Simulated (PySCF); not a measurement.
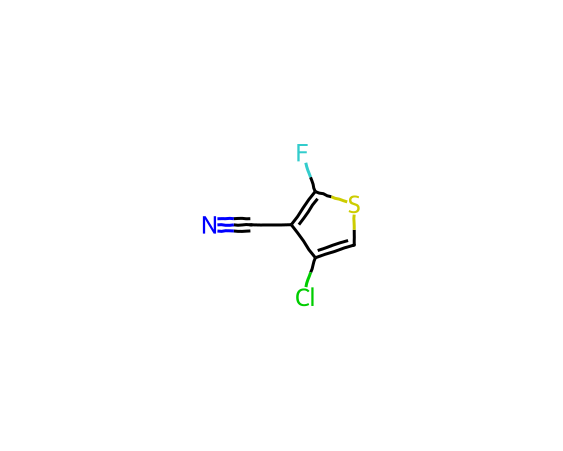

A structural formula.

**Write the SMILES.**

N#Cc1c(Cl)csc1F

**What is the molecular formula?**

C5HClFNS.

**An optimisation with GFN2-xTB gave a structure of which point group?**

Cs.

The parts below concern this one geometry. Atoms keep their numbers from picture to picture. Computed geometry: GFN2-xTB optimisation. No frequency run is at hand to confirm it as a minimum.

## Geometry

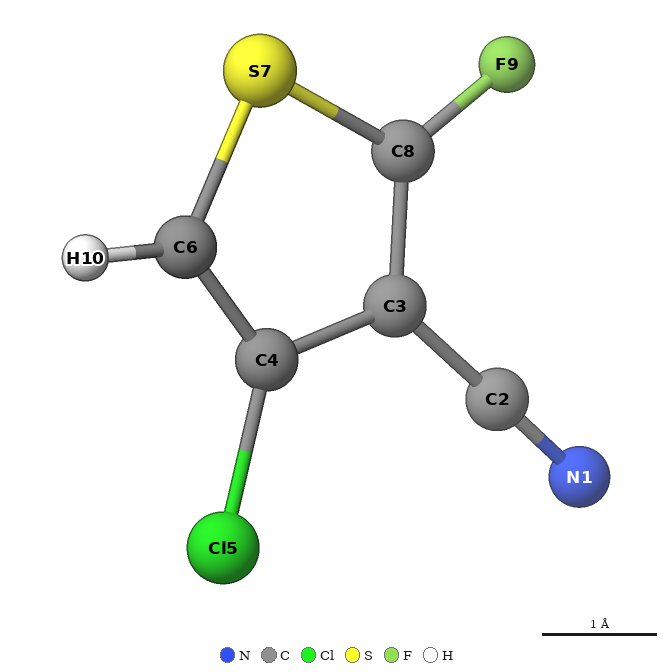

Atoms carry their numbers in the input. No frequency run is at hand to confirm it as a minimum.

List the bonds and their lengths.

```
  bond  length (Å)        order
 N1–C2       1.145       triple
 C2–C3       1.408  delocalised
 C3–C4       1.432     aromatic
 C3–C8       1.370     aromatic
C4–Cl5       1.712       single
 C4–C6       1.357     aromatic
 C6–S7       1.723     aromatic
C6–H10       1.071       single
 S7–C8       1.722     aromatic
 C8–F9       1.324       single
```

## Excitation

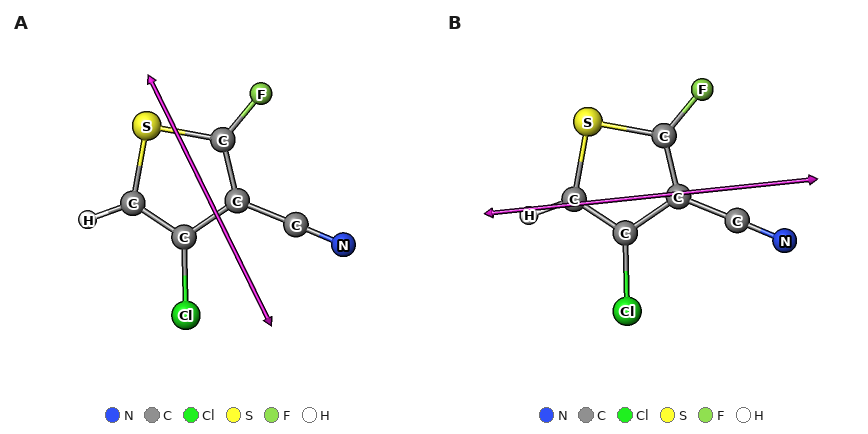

The double arrows show the directions of two transition dipoles from the ground state (lengths mean nothing). No frequency run is at hand to confirm it as a minimum. Properties computed with TDDFT PBE0/def2-SVPD, vertical, gas phase, core orbitals frozen in the response (PySCF 2.14.0).

**One belongs to singlet state 1 and one to singlet state 3. Which is which?**

A: state 3, 5.58 eV (222 nm), oscillator strength 0.066, mainly HOMO−1 → LUMO (weight 0.67).
B: state 1, 5.05 eV (245 nm), oscillator strength 0.026, mainly HOMO → LUMO (weight 0.85).

## NMR shielding

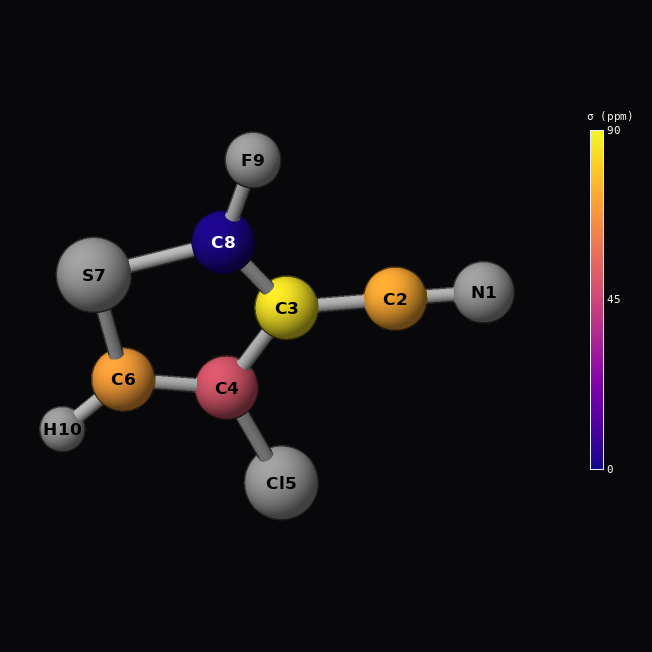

Atoms are coloured by their isotropic NMR shieldings (C only, the others grey). No frequency run is at hand to confirm it as a minimum. Method: GIAO PBE0/pcSseg-1 NMR shielding, non-relativistic, gas phase (PySCF 2.14.0).

Give the isotropic NMR shieldings of the C atoms atom by atom.

```tsv
atom	σ (ppm)
C2	72.8
C3	86.1
C4	50.0
C6	70.5
C8	2.2
```

## Polarisability

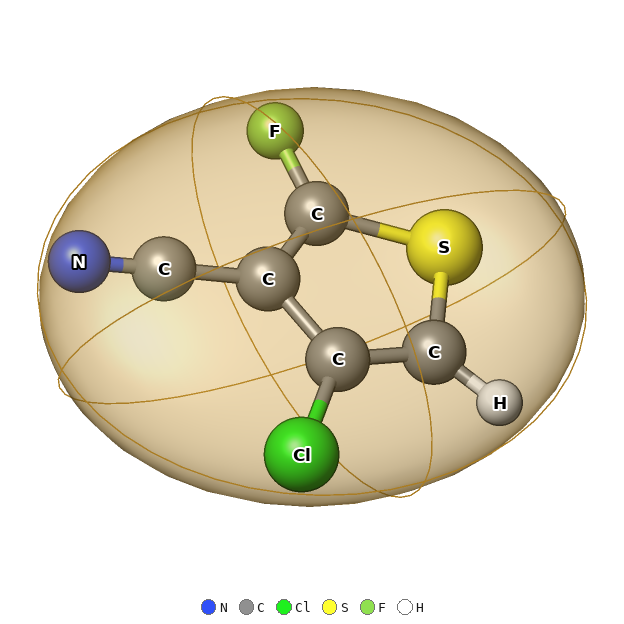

The ellipsoid shows the static dipole polarisability: its half-axes are proportional to the principal values. No frequency run is at hand to confirm it as a minimum. Computed with PBE0/def2-SVPD (PySCF 2.14.0).

**How large and how anisotropic is the polarisability?**

Principal values 55.7, 97.5, 125.2 bohr³; mean 92.8 bohr³ (13.75 Å³); anisotropy 60.6 bohr³, so the longest axis is 2.25 times the shortest.
